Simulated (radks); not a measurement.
**Atomic calculation for F**

System: the neutral fluorine atom in the configuration [He] 2s2 2p5 (2p1/2: 2, 2p3/2: 3).
Method: Dirac Kohn-Sham, PBE, spin-unpolarised, spherical densities, finite nucleus (the in-house radial solver radks).

### Key numbers

- outcome: converged
- total energy: −99.745142 hartree
- kinetic energy: 99.678686 hartree
- electron–nucleus energy: −238.883245 hartree
- Hartree energy: 49.673835 hartree
- exchange–correlation energy: −10.214418 hartree
- radius at density 0.001 e/bohr³: 3.13 bohr
- SCF iterations: 14
- hardware: 1 CPU thread, shared host

### Input file
```
Z 9
configuration [He] 2s2 2p5
relativity Dirac
functional pbe,pbe
spin unpolarised
j_filling energy
nucleus finite rms 2.8976 fm
c 137.035999084
```

Energies in input and log are in hartree, lengths in bohr (the nuclear radius in fm).

### Output
```
1s1/2   1   2.0000         -24.37726937
2s1/2   1   2.0000          -1.09862409
2p1/2   1   2.0000          -0.40974442
2p3/2   1   3.0000          -0.40740660
Etot -99.74514232751332
Ekin 99.67868590382406
Encl -238.88324531634916
Eh 49.673835136821815
Exc -10.21441805181005
err 1.8256679856825871e-09
it 14
```

### Orbitals

| orbital | occupation | energy (eV) | ⟨r⟩ (bohr) | outer maximum (bohr) |
| --- | --- | --- | --- | --- |
| 1s | 2 | −663.339 | 0.1763 | 0.114 |
| 2s | 2 | −29.895 | 1.003 | 0.764 |
| 2p1/2 | 2 | −11.150 | 1.103 | 0.706 |
| 2p3/2 | 3 | −11.086 | 1.106 | 0.707 |

### Slater integrals of the outer shells (hartree)

| integral | value |
| --- | --- |
| F0(2p3/2,2p3/2) | 0.8505 |
| F2(2p3/2,2p3/2) | 0.3726 |
| F0(2p3/2,2p1/2) | 0.8515 |
| F2(2p3/2,2p1/2) | 0.3731 |
| G0(2p3/2,2p1/2) | 0.8512 |
| G2(2p3/2,2p1/2) | 0.3730 |
| F0(2p3/2,2s1/2) | 0.8765 |
| G1(2p3/2,2s1/2) | 0.5266 |
| F0(2p3/2,1s1/2) | 1.2542 |
| G1(2p3/2,1s1/2) | 0.1302 |
| F0(2p1/2,2p1/2) | 0.8525 |
| F2(2p1/2,2p1/2) | 0.3735 |
| F0(2p1/2,2s1/2) | 0.8775 |
| G1(2p1/2,2s1/2) | 0.5271 |
| F0(2p1/2,1s1/2) | 1.2572 |
| G1(2p1/2,1s1/2) | 0.1308 |
| F0(2s1/2,2s1/2) | 0.9095 |
| F0(2s1/2,1s1/2) | 1.3002 |
| G0(2s1/2,1s1/2) | 0.0933 |
| F0(1s1/2,1s1/2) | 5.3452 |

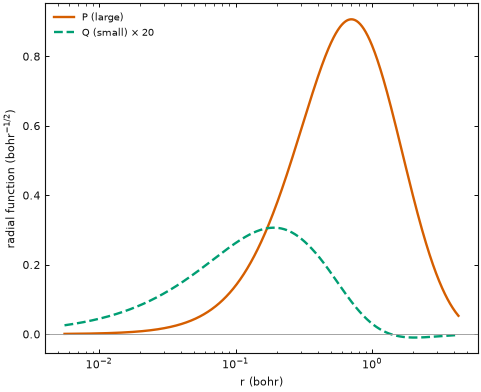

Figure 1. The large and small radial components of one occupied spinor. It is 2p1/2. The spinor has κ = 1: the large component has l = 1 and 0 radial nodes, the small one has l = 0. The small component carries 0.0090 % of the norm; ⟨r⟩ = 1.10 bohr and the eigenvalue is −11.1 eV. The nodes of P give n − l − 1 and its extent picks the shell; Q has as many nodes as P for κ < 0 and one more for κ > 0.

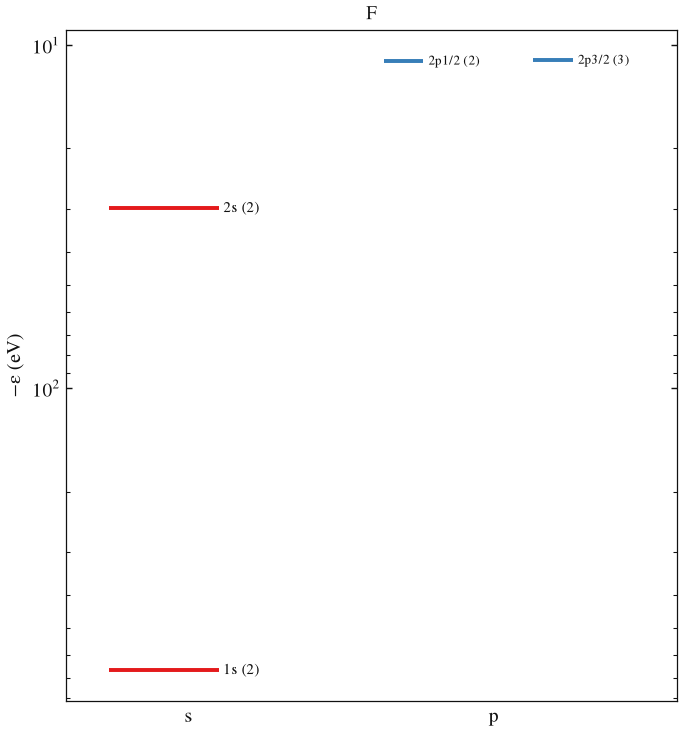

Figure 2. All occupied levels, on a logarithmic scale of binding energy, are drawn (occupations in brackets, the lower j at the left of each column). The highest occupied level is 2p3/2 at −11.1 eV. From the top down the occupied levels run 2p3/2 (−11.1 eV), 2p1/2 (−11.1 eV), 2s (−29.9 eV), 1s (−663.3 eV). Spin-orbit splittings: 2p 0.0636 eV.

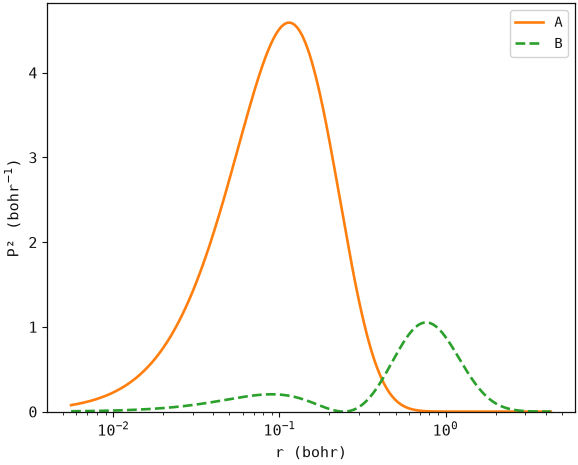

Figure 3. The radial probability densities P² (large components) of 1s and 2s. A is 1s; B is 2s. 1s: outer maximum at 0.114 bohr, ⟨r⟩ = 0.176 bohr, 0 nodes, eigenvalue −663.3 eV; 2s: outer maximum at 0.764 bohr, ⟨r⟩ = 1.00 bohr, 1 node, eigenvalue −29.9 eV.

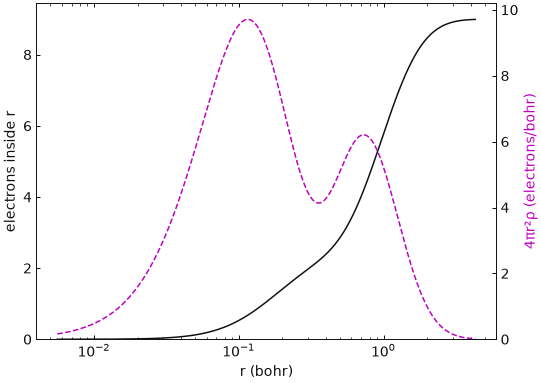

Figure 4. The number of electrons inside radius r (solid) and the radial density 4πr²ρ (dashed). The count levels off at 9 electrons. Half of them lie within 0.779 bohr, 90 % within 1.72 bohr and 99 % within 2.97 bohr. The radial density has a minimum at 0.357 bohr, where the count stands at 2.2; this parts the shells that the density resolves.
